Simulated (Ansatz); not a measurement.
## Electronic structure of AlH3O···NH3···NH3 in real space

Input

```
crystal:
  periodic: [false, false, false]
  atoms:
    - { symbol: Al, position_ang: [-1.5638, -0.5009, -0.8319] }
    - { symbol: "N", position_ang: [0.5417, -1.2363, -0.653] }
    - { symbol: H, position_ang: [-1.9138, -0.0567, -2.2652] }
    - { symbol: H, position_ang: [-2.5598, -1.3633, -0.0287] }
    - { symbol: H, position_ang: [0.156, 1.1362, 0.7517] }
    - { symbol: O, position_ang: [-1.0449, 1.2667, 0.3283] }
    - { symbol: H, position_ang: [1.1068, -0.3497, 0.1825] }
    - { symbol: "N", position_ang: [1.3942, 0.6878, 0.9804] }
    - { symbol: H, position_ang: [1.0711, -1.1944, -1.517] }
    - { symbol: H, position_ang: [0.673, -2.1578, -0.2524] }
    - { symbol: H, position_ang: [-1.5134, 1.9973, 0.7194] }
    - { symbol: H, position_ang: [2.1062, 1.3119, 0.6368] }
    - { symbol: H, position_ang: [1.5467, 0.4592, 1.9491] }
basis:
  gaussian: { orbitals: def2-SVP }
hamiltonian:
  xc: pbe0
  dispersion: d4
relax:
  f_tol: 0.15
  max_steps: 25
  restrain:
    - { distance: [0, 5], at: 1.87, k: 30.0 }
    - { distance: [4, 7], at: 1.02, k: 30.0 }
    - { distance: [6, 1], at: 1.02, k: 30.0 }
    - { distance: [0, 1], at: 3.22, k: 30.0 }
    - { distance: [4, 5], at: 2.27, k: 30.0 }
    - { distance: [6, 7], at: 2.32, k: 30.0 }
output:
  orbitals: {}
```

Command:

```sh
ansatz run input.yaml --threads 2 --pin off --max-ram 3072MiB --backend cpu --events-out ev --progress --plain --runs-dir out
```

The fields are those of the run's last geometry, not of the input's.

Not at a stationary point (largest force 1.8 eV/Å).

Method: RKS PBE0-D4/def2-SVP in Ansatz.

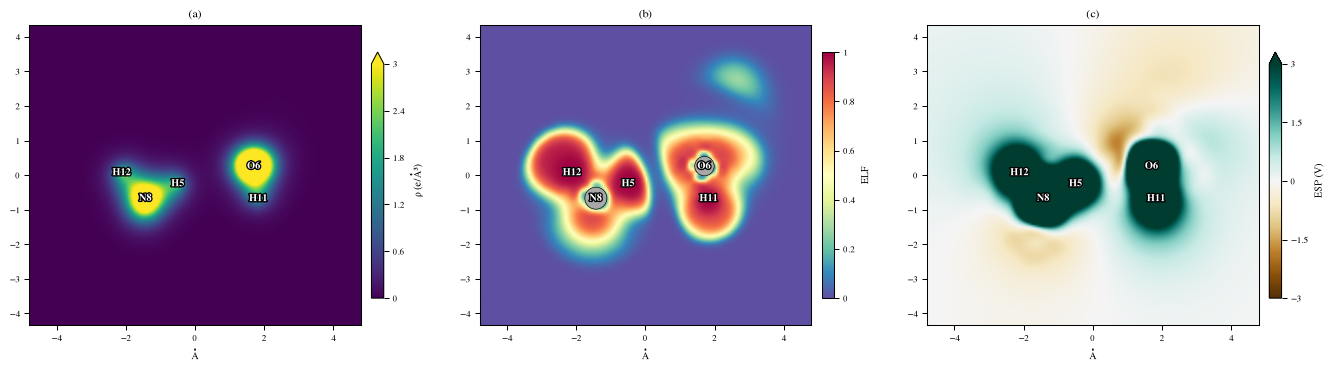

Figure 1. (a) total electron density; (b) ELF; (c) electrostatic potential on the plane of atoms H5, N8 and H12. Grey discs cover the atomic cores in the ELF map.

### Interpret the plot.

- The plane passes through H, O and N nuclei.
- O–H (0.96 Å): ρ is about 3.6 e/Å³ halfway; the ELF climbs to about 1 towards the hydrogen, as it does in any bond to H; an ordinary covalent bond to hydrogen.
- N–H (1.02 Å): ρ is about 2.8 e/Å³ halfway; the ELF climbs to about 1 towards the hydrogen (an ordinary covalent bond to hydrogen).
- The ELF also peaks beside O6, away from the bonds: lone-pair regions.
- Outside the dense part of the complex the potential is most negative (−1.8 V) near O6.

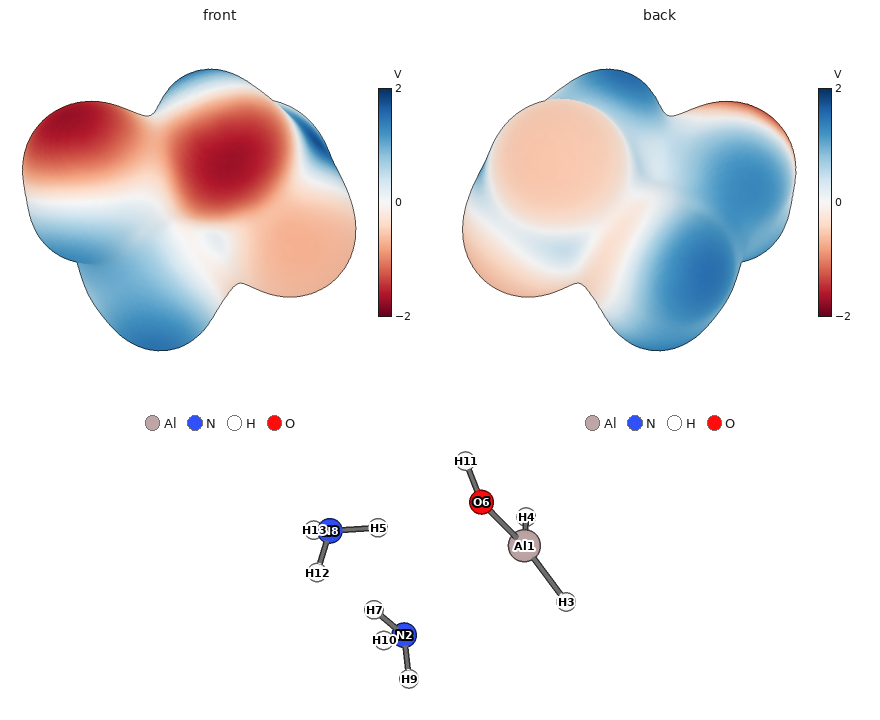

Figure 2. The electrostatic potential painted on the density surface at 0.001 e/bohr³, seen from the front and from behind; red is negative and blue positive. The bare structure is drawn below in the same view.

### Which sites attract a positive test charge, and which a negative one?

A positive charge is drawn to the negative regions and a negative charge to the positive ones. The most negative region (about −1.7 V, or −39 kcal/mol for a unit charge) lies over O6 and N8, the most positive (about +1.6 V, or +37 kcal/mol for a unit charge) over Al1.

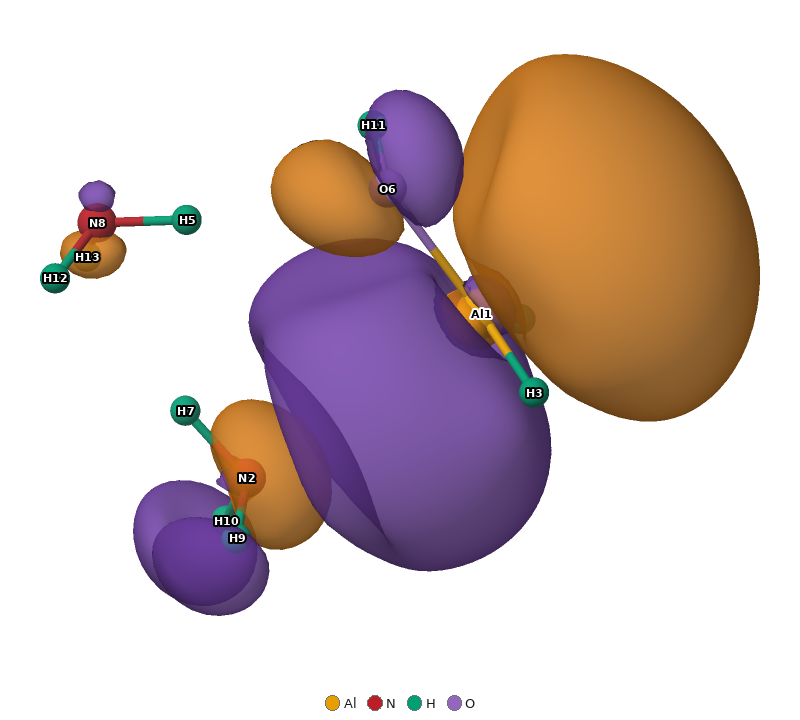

Figure 3. The LUMO at ±0.05 Å⁻³ᐟ² (orange and purple are the two phases), seen across its widest extent.

### Describe this orbital and give its energy.

It lies mainly on Al1 (about 70 %), O6 (about 5 %) and N2 (about 5 %). Its energy is −0.26 eV.
